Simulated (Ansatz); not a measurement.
## What InH (model cell, started as zinc blende) distorts into

Aim: this structure of InH (model cell, started as zinc blende) is to be tested for unstable modes, and one is followed downhill.

Main program and level: Ansatz 0.2.0; DFT PBEsol, scalar-relativistic, plane waves, PAW.

The structure was built from a prototype and need not be the compound's stable phase.

### Step 1. Set-up

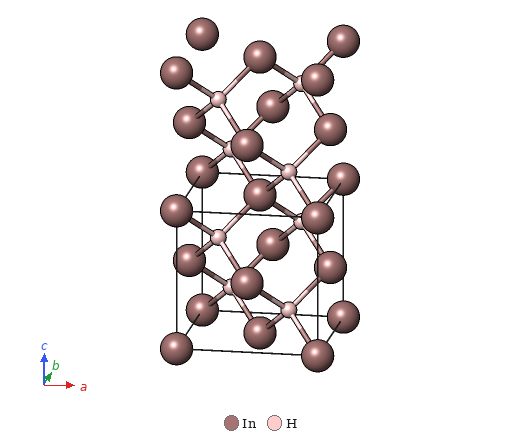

The starting structure, seen slightly off an axis (indium brown, hydrogen pink). 1×1×2 cells are drawn. This picture shows the conventional cell, with its axes. Bonds to atoms that aren't drawn are left out. Some periodic images of atoms are drawn too.

### Step 2. Phonons on a q mesh

The cell comes from relaxations at this level that are not shown. Stability and thermal properties need the whole zone. Linear response on a 4×4×4 q mesh gives force constants as far as a supercell of that size would.

Contents of input.yaml:

```yaml
crystal:
  lattice:
    - [0.0, 2.5418058941, 2.5418058941]
    - [2.5418058941, 0.0, 2.5418058941]
    - [2.5418058941, 2.5418058941, 0.0]
  atoms:
    - { symbol: In, position: [0.0, 0.0, 0.0] }
    - { symbol: H, position: [0.25, 0.25, 0.25] }
kpoints:
  mp_grid: { grid: [12, 12, 12] }
hamiltonian:
  xc: pbesol
scf:
  occupations: { method: methfessel_paxton, width: 0.15 }
output:
  eigenvalues: true
phonons:
  method: dfpt
  qmesh: [4, 4, 4]
  temperatures: { t_max: 1000, t_step: 50 }
  qpath:
    path:
      - [[0.0, 0.0, 0.0], [-0.5, -0.5, 0.0], [-0.375, -0.375, 0.25]]
      - [[-0.375, 0.0, 0.375], [0.0, 0.0, 0.0], [0.0, 0.0, 0.5], [-0.5, -0.25, 0.25], [-0.5, -0.5, 0.0]]
    npoints: 10
```

Run with:

```bash
$ ansatz run input.yaml --threads 4 --pin off --max-ram 7168MiB --backend cpu --events-out ev --progress --plain --runs-dir out
```

Numbers of over 12 decimals in the logs are rounded to 6 here.

The program printed:

```text
Warning: phonons: the dynamical matrix that this run interpolates holds no multipole term above the dipole-dipole one, and a site of this crystal is no centre of inversion, so its interpolated transverse optical and acoustic branches and sound speeds can stay off near Gamma, and the density of states and the thermodynamics with them. What a run solves at a wave vector of phonons.qpoints, Gamma apart, where the deck admits one, is free of this, and under fd what a larger phonons.supercell samples
Engine: ansatz 0.2.0, aarch64-unknown-linux-gnu
Pseudopotentials: kind: paw
Pseudopotential: In, paw, valence charge 13, recommended cutoff 420 eV (normal), In.paw.azcp
Pseudopotential: H, paw, valence charge 1, recommended cutoff 420 eV (normal), H.paw.azcp
Functional definition: PBEsol
  exchange = pbesol_x
  correlation = pbesol_c
Crystal: 2 atoms, lattice volume = 32.844 Å³
Basis set: ecut = 420 eV, 645 PW (Γ), exchange–correlation on 50×50×50 points (8 copies of the dense FFT grid, shifted against one another)
Bands: 11, of which v1, the nominal top of the filled ones, is band 7 counted from 1 (6 counted from 0)
Symmetry: 24 space group operations
k-points: 72 of 1728 (time reversal used)
Non-local potential: In, projectors of the file, l = 0: 2, l = 1: 2, l = 2: 2, l = 3: 2
Non-local potential: H, projectors of the file, l = 0: 2, l = 1: 1
PAW form: soft (Blöchl's): semilocal exchange-correlation on the pseudo side does not see the compensation charge
PAW frozen core: In, regenerated for the run's functional, and the local potential with it (the file was generated under x = pbe(κ = 0.804, μ = 0.219515), c = pbe(β = 0.066725))
PAW one-centre angular grid: In, 590 points (default); XC on 64 Gauss nodes
PAW one-centre angular grid: H, 110 points (default); XC on 64 Gauss nodes
Initial density: superposition of atomic densities (neutral atoms: chi_scale 0, normalization atom), corrected by the library's trained network
Initial wavefunctions: pseudopotential atomic-orbital guess
Functional: x = pbesol(κ = 0.804, μ = 0.123457), c = pbesol(β = 0.046)
SCF iter   1: F=—  HF=-5540.187460 eV  |F-HF|=—  |Δ(HF+E_count)|=         —  Δρ=8.97e-3  dr2=2.86e-2  ethr=1.77e-3  ⟨swp⟩=4.9  Hψ=4642  notcnv=0
preconditioner: auto → none  [metal: Δε(μ)=0.020 eV  Ē_g=17.059 eV  σ=0.150 eV  W_gap=0.11  n_scr=8 (ndim 8)  ℏωp=24.2 eV  f_vac=0.000  D(μ)=1.03/eV (n_scr^D=8)  sad-step TF]
SCF iter   2: F=—  HF=-5540.179271 eV  |F-HF|=—  |Δ(HF+E_count)|=   8.19e-3  S|Δr|=    0.00e0  Δρ=4.62e-3  dr2=9.11e-3  ethr=2.05e-4  ⟨swp⟩=1.0  Hψ=1370  notcnv=0
SCF iter   3: F=—  HF=-5540.176156 eV  |F-HF|=—  |Δ(HF+E_count)|=   3.12e-3  S|Δr|=    0.00e0  Δρ=5.79e-4  dr2=5.63e-5  ethr=6.51e-5  ⟨swp⟩=1.9  Hψ=887  notcnv=0
SCF iter   4: F=—  HF=-5540.176168 eV  |F-HF|=—  |Δ(HF+E_count)|=   1.24e-5  S|Δr|=    0.00e0  Δρ=5.07e-5  dr2=7.59e-7  ethr=4.02e-7  ⟨swp⟩=2.4  Hψ=1305  notcnv=0
SCF iter   5: F=—  HF=-5540.176165 eV  |F-HF|=—  |Δ(HF+E_count)|=   3.20e-6  S|Δr|=    0.00e0  Δρ=2.09e-5  dr2=7.57e-8  ethr=5.42e-9  ⟨swp⟩=2.0  Hψ=1280  notcnv=0
SCF iter   6: F=—  HF=-5540.176165 eV  |F-HF|=—  |Δ(HF+E_count)|=   2.14e-8  S|Δr|=    0.00e0  Δρ=9.09e-6  dr2=1.88e-8  ethr=5.40e-10  ⟨swp⟩=2.0  Hψ=1280  notcnv=0
SCF iter   7: F=—  HF=-5540.176165 eV  |F-HF|=—  |Δ(HF+E_count)|=   6.14e-9  S|Δr|=    0.00e0  Δρ=4.23e-6  dr2=4.88e-9  ethr=1.34e-10  ⟨swp⟩=2.0  Hψ=1164  notcnv=0
SCF iter   8: F=—  HF=-5540.176165 eV  |F-HF|=—  |Δ(HF+E_count)|=   2.23e-9  S|Δr|=    0.00e0  Δρ=1.05e-6  dr2=3.03e-10  ethr=3.48e-11  ⟨swp⟩=2.2  Hψ=1229  notcnv=0
SCF iter   9: F=-5540.176165 eV  HF=-5540.176165 eV  |F-HF|=8.19e-12  |Δ(HF+E_count)|=  1.41e-10  S|Δr|=    0.00e0  Δρ=1.34e-7  dr2=4.86e-12  ethr=1.00e-12  ⟨swp⟩=5.1  Hψ=3676  notcnv=0
SCF 1 converged in 9 iterations: F = -5540.176165 eV  dr2 = 4.86e-12
  greatest PAW one-centre occupation: 0.982 electrons in one spin orbital (limit 2), on the In atom at site 0 (counted from 0), in its partial waves of l = 2
Initial density: read from a saved state, or passed on in memory by an earlier SCF of this step, an earlier step, the calling program or the single point that the run made first
iter 1 solved again at ethr=1.37e-7 eV; its pass at ethr=3.10e-3 eV (dr2=1.91e-5 eV) is discarded
SCF iter   1: F=—  HF=-5540.176165 eV  |F-HF|=—  |Δ(HF+E_count)|=         —  Δρ=1.11e-6  dr2=2.05e-10  ethr=1.37e-7  ⟨swp⟩=2.8  Hψ=6495  notcnv=0
eigensolver tolerance schedule: the retry pair's looser diagonalisation over-reported the residual by 93369.80 of it (diagonalisation noise at an unbounded share of the residual, at the tolerance the schedule requests for it); recorded, not acted on — ethr = c·dr2/N_el stays at c = 1.0e-1
preconditioner: auto → none  [metal: Δε(μ)=0.029 eV  Ē_g=17.122 eV  σ=0.150 eV  W_gap=0.16  n_scr=8 (ndim 8)  ℏωp=24.2 eV  f_vac=0.000  D(μ)=1.05/eV (n_scr^D=8)]
SCF iter   2: F=—  HF=-5540.176165 eV  |F-HF|=—  |Δ(HF+E_count)|=   3.98e-7  S|Δr|=    0.00e0  Δρ=1.17e-6  dr2=2.86e-10  ethr=1.46e-12  ⟨swp⟩=3.1  Hψ=1799  notcnv=0
SCF iter   3: F=—  HF=-5540.176165 eV  |F-HF|=—  |Δ(HF+E_count)|=  1.21e-10  S|Δr|=    0.00e0  Δρ=6.10e-7  dr2=6.95e-11  ethr=1.46e-12  ⟨swp⟩=2.8  Hψ=1421  notcnv=0
SCF iter   4: F=—  HF=-5540.176165 eV  |F-HF|=—  |Δ(HF+E_count)|=  2.82e-11  S|Δr|=    0.00e0  Δρ=3.28e-7  dr2=1.87e-11  ethr=1.00e-12  ⟨swp⟩=1.2  Hψ=869  notcnv=0
SCF iter   5: F=-5540.176165 eV  HF=-5540.176165 eV  |F-HF|=7.28e-12  |Δ(HF+E_count)|=  9.09e-12  S|Δr|=    0.00e0  Δρ=2.03e-7  dr2=7.10e-12  ethr=1.00e-12  ⟨swp⟩=2.6  Hψ=2176  notcnv=0
SCF 2 converged in 5 iterations: F = -5540.176165 eV  dr2 = 7.10e-12
phonons: the bands overlap, so this run is a metal and interpolates without the dipole-dipole term. If the crystal is really an insulator or semiconductor, its LO-TO splitting is missing
NSCF: frozen V_eff on 72 k-points
WARN: eigensolver did not converge in 2 slots of this pass, the one above among them; of largest residual over every band (k=8): 1 band(s) unlocked (lowest unlocked band 10, counted from 0; max residual 2.42e-6 eV among the unlocked bands, 2.42e-6 eV over every band); of lowest unlocked band (k=8): band 10
NSCF: frozen V_eff on 163 k-points
DFPT response loops at q = (0, 0, 0) (fractional): preconditioner auto → Kerker (q_TF=auto, 2.367 Å⁻¹) (partly filled bands, converged f_vac=0.000); β = 1.00, the filter's whole step (`scf.mixing.beta` (0.50) is not read by the response loops under this deck's `scf.mixing.preconditioner`; to damp them name `kerker` or `kerker_dos`, under which they read `scf.mixing.beta`, and type it under 1.00, their step now; both keys bind the ground state too); Broyden in place of MSR1
NSCF: frozen V_eff on 1872 k-points
DFPT response loops at q = (0, 0, 0.25) (fractional): mixed as the last ones told, above
NSCF: frozen V_eff on 952 k-points
DFPT response loops at q = (0, 0, -0.5) (fractional): mixed as the last ones told, above
NSCF: frozen V_eff on 1020 k-points
DFPT response loops at q = (0, 0.25, 0.25) (fractional): mixed as the last ones told, above
NSCF: frozen V_eff on 3456 k-points
DFPT response loops at q = (0, 0.25, -0.5) (fractional): mixed as the last ones told, above
NSCF: frozen V_eff on 1872 k-points
DFPT response loops at q = (0, 0.25, -0.25) (fractional): mixed as the last ones told, above
NSCF: frozen V_eff on 560 k-points
DFPT response loops at q = (0, -0.5, -0.5) (fractional): mixed as the last ones told, above
NSCF: frozen V_eff on 1020 k-points
DFPT response loops at q = (0.25, -0.5, -0.25) (fractional): mixed as the last ones told, above
SCF converged after 9 iterations
Stability not checked: this state was not tested for a lower state beside it, because cold or Methfessel-Paxton smearing, or corrected tetrahedra, fill the levels in a way that the test cannot read (fill_not_monotonic; see scf.lower_state_search)
Free energy (F): -5540.176165 eV
Harris-Foulkes:  -5540.176165 eV  (|F-HF|=8.19e-12)
Internal energy: -5540.174522 eV  (E = F + TS)
E sigma→0 (E₀):  -5540.175754 eV
Entropy (-TS):   -0.001643 eV (-0.821 meV/atom)
Fermi energy:    8.131006 eV
--- Per-component energies (eV) ---
  E_band       = -49.976577
  E_kinetic    = 253.840175
  E_local      = -1188.653042  (includes V_loc(G=0)·N_el)
  E_nonlocal   = 368.850782
  E_hartree    = 462.962775
  E_xc         = -222.462866
  E_vxc        = -111.343120  (∫ρ·V_xc dr)
  E_paw        = -4081.530304  (= ΣΔE_a)
  E_vpaw       = -298.595837  (= ΣTr[D̂ρ^β])
  E_aug_tail   = -0.001001  (compensation charges beyond the density's cutoff)
  E_ewald      = -1133.416943
  E_core_change = 0.235902  (= ΣΔE_core)
  E_smearing   = -0.001643  (= −TS)
  E_closure    = 0.000000  (closes the sum)
  Σ components = -5540.176165   (vs F -5540.176165, Δ=0.00e0)
--- Band table (eV; the first three rows and the last of 72) ---
  k-point 0: bands = [... 3 lower, -6.4097, -6.4097, -2.0225, 10.9981, 16.1231, 16.1231, 16.1231, 18.8367]
  k-point 1: bands = [... 3 lower, -6.4102, -6.4102, -1.8996, 10.7914, 14.8528, 15.8517, 15.8517, 19.2289]
  k-point 2: bands = [... 3 lower, -6.4072, -6.4072, -1.5301, 9.9493, 13.3851, 15.3244, 15.3244, 19.8361]
  k-point 71: bands = [... 3 lower, -6.3787, -6.3098, 3.2781, 5.2084, 7.5889, 8.7532, 16.1811, 18.9257]
--- Phonons (Γ-DFPT): 2 representative perturbations + reference (Σ response iterations 6) ---
  ASR residual: 3.682e-5 → 0.000e0 eV/Å²; symmetrization residual: 1.469e-7 eV/Å²
  ASR residual per site (eV/Å²): 3.68e-5 8.54e-6
  Γ frequencies (cm⁻¹): 0.00 0.00 0.00 273.33 273.33 273.33
--- Phonons (arbitrary-q DFPT): 8 irreducible q on the 4×4×4 mesh ---
  q = [0.0000, 0.0000, 0.0000] (star 1, of the zone-centre solve; hermiticity 1.07e-6, symmetrization 4.64e-11): -0.00 -0.00 -0.00 273.33 273.33 273.33
  q = [0.0000, 0.0000, 0.2500] (star 8, 2 solved perturbations on 936 of 1728 k-point pairs; hermiticity 6.82e-7, symmetrization 8.36e-12): -205.66 -52.43 -52.43 104.93 201.61 201.61
  q = [0.0000, 0.0000, -0.5000] (star 4, 2 solved perturbations on 476 of 1728 k-point pairs; hermiticity 1.21e-7, symmetrization 1.81e-12): -828.85 -71.59 -71.59 101.83 208.13 208.13
  q = [0.0000, 0.2500, 0.2500] (star 6, 4 solved perturbations in 1608 linear systems a pass and spin channel, the states on 510 of 1728 k-point pairs; hermiticity 2.14e-7, symmetrization 1.40e-12): -99.92 -99.92 67.85 186.56 186.56 206.57
  q = [0.0000, 0.2500, -0.5000] (star 24, 4 solved perturbations in 5328 linear systems a pass and spin channel, the states on 1728 of 1728 k-point pairs; hermiticity 2.27e-7, symmetrization 5.74e-13): -641.94 -226.92 -9.93 90.53 108.71 245.03
  q = [0.0000, 0.2500, -0.2500] (star 12, 4 solved perturbations in 2892 linear systems a pass and spin channel, the states on 936 of 1728 k-point pairs; hermiticity 3.95e-7, symmetrization 2.41e-12): -470.08 -55.24 25.78 77.07 245.80 246.91
  q = [0.0000, -0.5000, -0.5000] (star 3, 4 solved perturbations in 886 linear systems a pass and spin channel, the states on 280 of 1728 k-point pairs; hermiticity 2.10e-7, symmetrization 7.89e-13): -828.85 -329.97 -329.97 81.95 109.61 109.61
  q = [0.2500, -0.5000, -0.2500] (star 6, 4 solved perturbations in 1544 linear systems a pass and spin channel, the states on 510 of 1728 k-point pairs; hermiticity 1.49e-7, symmetrization 7.92e-13): -559.33 -382.51 -51.70 90.29 93.73 112.95
  sum rule: each row above includes the acoustic sum rule's correction from the zone centre's row sums; it moved no ω² by more than (1.52 cm⁻¹)²
  mesh force constants: q→R imaginary residual 2.16e-18; ASR residual 3.682e-5 → 0.000e0 eV/Å²; symmetrization residual 3.331e-16 eV/Å²
  interpolated dispersion: 62 rows × 6 modes
  density of states and harmonic sums: on the 24×24×24 q-mesh, interpolated from the force constants of a 4×4×4 supercell (no non-analytic term)
  largest difference from the sums on the solved wave vectors: F 3.55e-2 eV, S 4.15e-5 and C_V 1.37e-5 eV/K
  zero-point energy: 0.029853 eV/cell   skipped modes (ω ≤ 0): 1093, of them read as no rigid motion or as one in doubt: 1090 (2.649e0 modes/cell left out, lowest -828.85 cm⁻¹)   left out of the sums: 4.42e-1 of the cell's modes: C_V's classical limit lies that fraction below 3 k_B per atom; for a crystal, a wire or a layer, F and S can be off by more, and a phonons.interpolated_qmesh denser along its periods is the remedy for the sampling
```

Run time: 4.7 min. Hardware: 4 threads of Arm Neoverse N1, shared host; peak memory 1.8 GiB.

This step gave:

- volume per atom: 16.42 Å³
- gap on the k-mesh: 0 eV
- sum-rule residual before enforcement: 3.68e-5 eV/Å²
- lowest frequency on the path: -828.9 cm⁻¹
- point group: -43m
- highest frequency on the path or at a solved wavevector: 353.9 cm⁻¹
- highest optical mode at the zone centre (no LO-TO term): 273.3 cm⁻¹
- lowest optical zone-centre mode: 273.3 cm⁻¹
- lowest mode on the q mesh (acoustic modes at Γ apart): -828.9 cm⁻¹

Frequencies (cm⁻¹) solved at each irreducible wavevector; negative means imaginary. Frequencies by wavevector, by row:

```tsv
q in reciprocal lattice units	star	mode 1	mode 2	mode 3	mode 4	mode 5	mode 6
0 0 0	1	0	0	0	273.3	273.3	273.3
0 0 0.25	8	-205.7	-52.4	-52.4	104.9	201.6	201.6
0 0 -0.5	4	-828.9	-71.6	-71.6	101.8	208.1	208.1
0 0.25 0.25	6	-99.9	-99.9	67.8	186.6	186.6	206.6
0 0.25 -0.5	24	-641.9	-226.9	-9.9	90.5	108.7	245
0 0.25 -0.25	12	-470.1	-55.2	25.8	77.1	245.8	246.9
0 -0.5 -0.5	3	-828.9	-330	-330	82	109.6	109.6
0.25 -0.5 -0.25	6	-559.3	-382.5	-51.7	90.3	93.7	113
```

Interpolated from a 4×4×4 q mesh. The phonon branches at the labelled points (cm⁻¹):

```tsv
point	branch 1	branch 2	branch 3	branch 4	branch 5	branch 6
Γ	0	0	0	273	273	273
X	-829	-330	-330	82	110	110
U	-603	-293	-288	69	96	101
jump to K	-603	-293	-288	69	96	101
Γ	0	0	0	273	273	273
L	-829	-72	-72	102	208	208
W	-559	-382	-52	90	94	113
X	-829	-330	-330	82	110	110
```

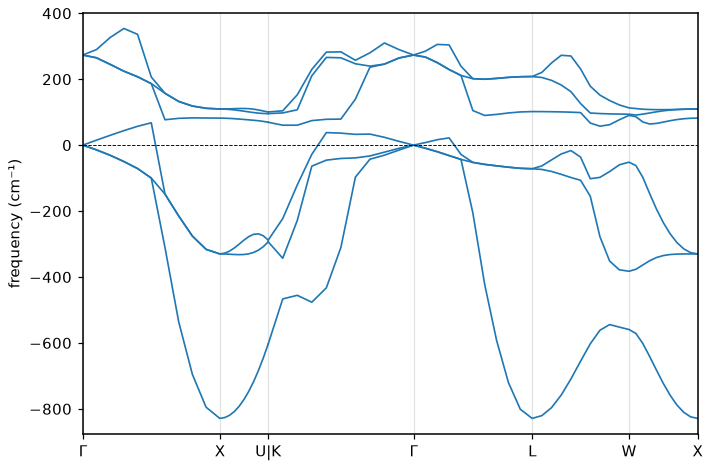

Phonon branches along the path.

Symmetry leaves 8 wavevectors to solve. The lowest mode among them, the acoustic zeros apart, lies at q = (0, 0, -0.5) and is imaginary, 828.9i cm⁻¹, so the energy falls along it.

### Step 3. The mode frozen in, largest atomic shift 0 Å

The mode followed lies at q = (0, -0.5, -0.5) with frequency 828.9i cm⁻¹, the softest among the wavevectors solved. At small amplitude the distorted cell has space group no. 115 by a symmetry search on the positions. The undistorted cell that holds it gives the zero of energy on the same k mesh.

System of this step: InH (model cell, started as zinc blende). It takes space group F-43m (No. 216, cubic). Conventional cell: a = 5.084 Å, b = 5.084 Å, c = 5.084 Å, α = 90.00°, β = 90.00°, γ = 90.00°. In has 4 H at 2.20 Å nearest. Nearest to H lie 4 In at 2.20 Å. Farther neighbours are not listed.

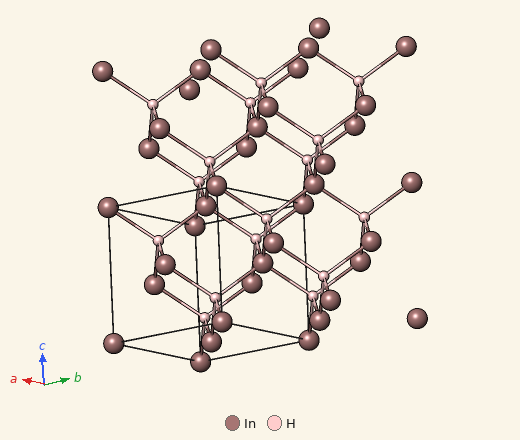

The cell of this step (indium brown, hydrogen pink). Bonds to atoms that aren't drawn are left out. 1×2×2 conventional cells are drawn. Some periodic images of atoms are drawn too.

Contents of input.yaml:

```yaml
crystal:
  lattice:
    - [0.0, -2.5418058941, -2.5418058941]
    - [0.0, 2.5418058941, -2.5418058941]
    - [5.0836117882, 0.0, 0.0]
  atoms:
    - { symbol: In, position: [0.5, 0.5, 0.5] }
    - { symbol: In, position: [0.0, 0.0, 0.0] }
    - { symbol: H, position: [0.0, 0.5, 0.75] }
    - { symbol: H, position: [0.5, 0.0, 0.25] }
kpoints:
  mp_grid: { grid: [10, 10, 8] }
hamiltonian:
  xc: pbesol
scf:
  occupations: { method: methfessel_paxton, width: 0.15 }
output:
  forces: true
  stress: true
  eigenvalues: true
```

The program printed:

```text
[...]
Crystal: 4 atoms, lattice volume = 65.688 Å³
Basis set: ecut = 420 eV, 1281 PW (Γ), exchange–correlation on 50×50×72 points (8 copies of the dense FFT grid, shifted against one another)
Bands: 18, of which v1, the nominal top of the filled ones, is band 14 counted from 1 (13 counted from 0)
Symmetry: 16 space group operations
[...]
k-points: 105 of 800 (time reversal used)
[...]
--- Band table (eV; the first three rows and the last of 105) ---
  k-point 0: bands = [... 10 lower, -2.0229, 2.7872, 4.8842, 10.7025, 10.7025, 10.9442, 10.9982, 13.8660]
  k-point 1: bands = [... 10 lower, -1.9308, 2.1821, 5.5812, 10.8151, 10.8151, 10.8623, 11.0437, 13.9681]
  k-point 2: bands = [... 10 lower, -1.6549, 1.1834, 6.8241, 10.4830, 11.1496, 11.1496, 11.3607, 14.2873]
  k-point 104: bands = [... 10 lower, 3.2776, 3.2776, 5.2076, 5.2076, 7.5885, 7.5885, 8.7532, 8.7532]
[key lines of the parts left out:]
SCF converged after 7 iterations
Free energy (F): -11080.361029 eV
Fermi energy:    8.043702 eV
P = ⅓ Tr σ = -0.0927 GPa (-0.927 kbar)
```

The job ended after 6.3 s (4 threads; peak memory 0.5 GiB; 22 s of CPU time).

This step gave:

- pressure: -0.09267 GPa
- energy from the undistorted cell: 0 meV/atom

The run ends at a pressure of -0.09 GPa.

### Step 4. The mode frozen in, largest atomic shift 0.6 Å

The atoms are moved along the unstable eigenvector, the largest shift by 0.6 Å, with the cell fixed.

input.yaml, the sections that differ from step 3:

```yaml
crystal:
  lattice:
    - [0.0, -2.5418058941, -2.5418058941]
    - [0.0, 2.5418058941, -2.5418058941]
    - [5.0836117882, 0.0, 0.0]
  atoms:
    - { symbol: In, position: [0.5, 0.5, 0.5] }
    - { symbol: In, position: [0.0, 0.0, 0.0] }
    - { symbol: H, position: [0.0, 0.5, 0.8680263216] }
    - { symbol: H, position: [0.5, 0.0, 0.1319736784] }
# kpoints, hamiltonian, scf, output: as in step 3
```

The program printed:

```text
[...]
Crystal: 4 atoms, lattice volume = 65.688 Å³
Basis set: ecut = 420 eV, 1281 PW (Γ), exchange–correlation on 50×50×72 points (8 copies of the dense FFT grid, shifted against one another)
Bands: 18, of which v1, the nominal top of the filled ones, is band 14 counted from 1 (13 counted from 0)
Symmetry: 8 space group operations
[...]
k-points: 105 of 800 (time reversal used)
[...]
--- Band table (eV; the first three rows and the last of 105) ---
  k-point 0: bands = [... 10 lower, -2.1796, 3.6926, 4.0968, 9.7581, 10.6586, 10.6586, 12.8794, 14.2723]
  k-point 1: bands = [... 10 lower, -2.1042, 2.6767, 5.1627, 9.8667, 10.7655, 10.7655, 12.8494, 14.2826]
  k-point 2: bands = [... 10 lower, -1.8908, 1.6288, 6.2921, 10.2474, 11.0796, 11.0796, 12.7513, 14.3832]
  k-point 104: bands = [... 10 lower, 2.8449, 2.8449, 4.8752, 5.4413, 7.7238, 7.7238, 8.6391, 8.9921]
[key lines of the parts left out:]
SCF converged after 8 iterations
Free energy (F): -11080.613529 eV
Fermi energy:    8.181634 eV
P = ⅓ Tr σ = 1.7662 GPa (17.662 kbar)
```

The job ended after 6.7 s (4 threads; peak memory 0.5 GiB; 24 s of CPU time).

Numbers from this step:

```yaml
pressure: 1.766 GPa
energy_from_the_undistorted_cell: -62.97 meV/atom
```

The energy, extrapolated to zero smearing, is -62.97 meV/atom against the undistorted cell.

The run ends at a pressure of 1.77 GPa, with forces up to 0.14 eV/Å.

[end of part 1 of 2]

[Logs are printed without paths, hosts, clocks, repeated set-up lines and the standing remarks that a program may print on its own settings, such as how far it seeks lower states.]

[Hosts, paths, dates, database ids (printed as entryN), source tags and the programs' standing remarks are cut or masked in the printed files.]
